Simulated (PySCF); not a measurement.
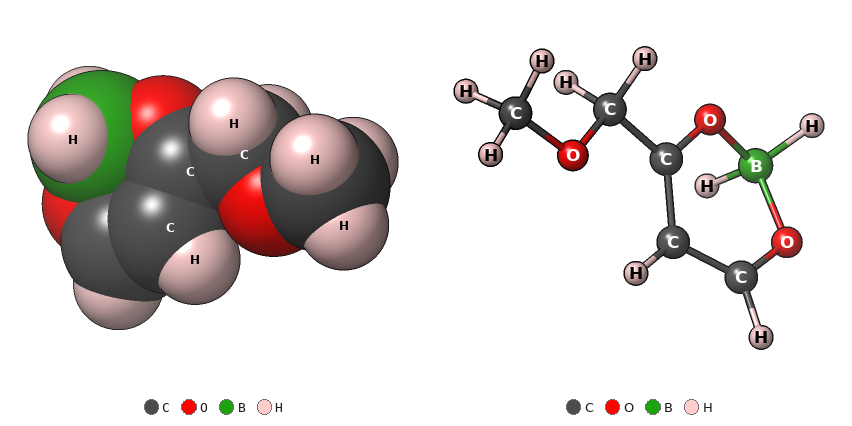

The same structure drawn twice, from different directions.

The geometry was computed by an optimisation with PBE0-D3(BJ)/def2-SVP. No frequency run is at hand to confirm it as a minimum.

Question: Give the formula.

Answer: C₅H₉BO₃, 18 atoms: 5 carbon, 9 hydrogen, 1 boron and 3 oxygen.

Question: Does it have rings?

Answer: Independent rings (smallest set): 1 of 6 members.

Question: Which point group does it belong to?

Answer: C1.

More results for the same structure follow; atom numbers are the same in all pictures, views and colours differ.

## Shape

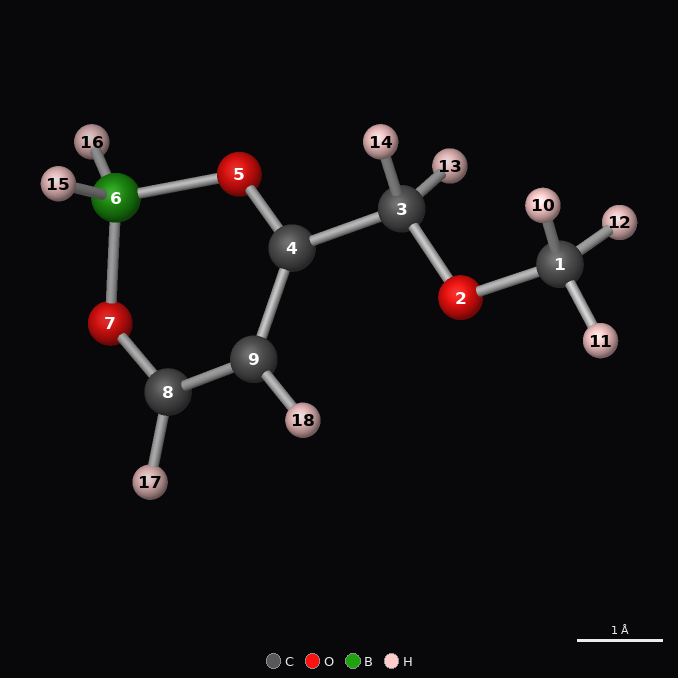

No frequency run is at hand to confirm it as a minimum.

Estimate the angles C1–O2–C3, O2–C1–H12, O2–C3–H13, O2–C3–H14, C4–C9–C8, C4–C9–H18, O5–C4–C9, O5–B6–O7, O5–B6–H15, B6–O7–C8, O7–B6–H15, C9–C8–H17.

```csv
angle,degrees
C1–O2–C3,113.5
O2–C1–H12,111.8
O2–C3–H13,112.8
O2–C3–H14,112.2
C4–C9–C8,115.8
C4–C9–H18,120.2
O5–C4–C9,122.7
O5–B6–O7,106.1
O5–B6–H15,107.7
B6–O7–C8,117.8
O7–B6–H15,107.5
C9–C8–H17,120.6
```

## Levels of theory compared

No frequency run is at hand to confirm it as a minimum. Program: PySCF 2.14.0.

At this fixed geometry, give dipole (D), HOMO–LUMO gap (eV) at these levels: PBE0/def2-SVPD; PBE0/def2-SVPD in acetone (IEF-PCM); PBE0/pcSseg-1; PBE0/pcSseg-1 in acetone (IEF-PCM); PBE0/pcSseg-1 in chloroform (IEF-PCM); mPW1PW91/pcSseg-1.

```tsv
level	dipole (D)	HOMO–LUMO gap (eV)
PBE0/def2-SVPD	5.09	4.84
PBE0/def2-SVPD in acetone (IEF-PCM)	6.23	5.11
PBE0/pcSseg-1	5.17	4.89
PBE0/pcSseg-1 in acetone (IEF-PCM)	6.24	5.16
PBE0/pcSseg-1 in chloroform (IEF-PCM)	5.99	5.10
mPW1PW91/pcSseg-1	5.18	4.90
```

## Core levels

No frequency run is at hand to confirm it as a minimum. Method: delta-SCF UKS SCAN, pcX-2 on the ionised atom, pcseg-1 elsewhere, spin-free X2C (PySCF 2.14.0).

Give the core-electron binding energies (to vacuum) of C1 1s, O2 1s, C3 1s, C4 1s, O5 1s, B6 1s, O7 1s, C8 1s, C9 1s.

```csv
atom,level,binding energy (eV)
C1,1s,292.8
O2,1s,539.2
C3,1s,292.9
C4,1s,293.3
O5,1s,538.8
B6,1s,195.8
O7,1s,538.8
C8,1s,293.2
C9,1s,290.6
```

## Excitation

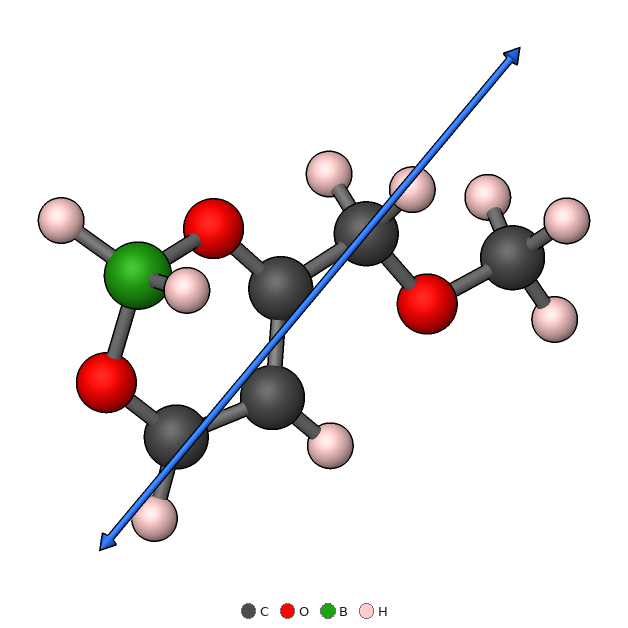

The double arrow shows the direction of the transition dipole to excited singlet state 4 (its length means nothing). No frequency run is at hand to confirm it as a minimum. Method: TDDFT PBE0/def2-SVPD, vertical, IEF-PCM acetone (non-equilibrium linear response), core orbitals frozen in the response (PySCF 2.14.0).

Question: Where does the transition lie, and how strong is it?

Answer: 5.72 eV (217 nm), oscillator strength 0.18, mainly HOMO−2 → LUMO (weight 0.92); transition dipole 2.90 D.

## NMR shielding

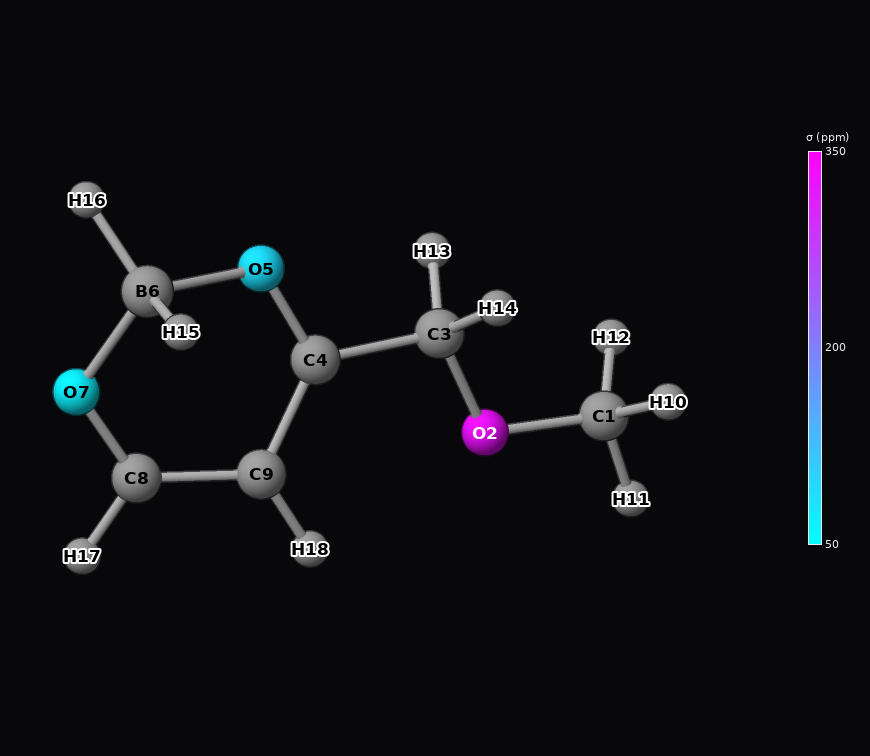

Atoms are coloured by their isotropic NMR shieldings (O only, the others grey). No frequency run is at hand to confirm it as a minimum. Method: GIAO PBE0/pcSseg-1 NMR shielding, non-relativistic, IEF-PCM chloroform (PySCF 2.14.0).

List the isotropic NMR shieldings of the O atoms.

```csv
atom,σ (ppm)
O2,329.6
O5,85.3
O7,67.4
```
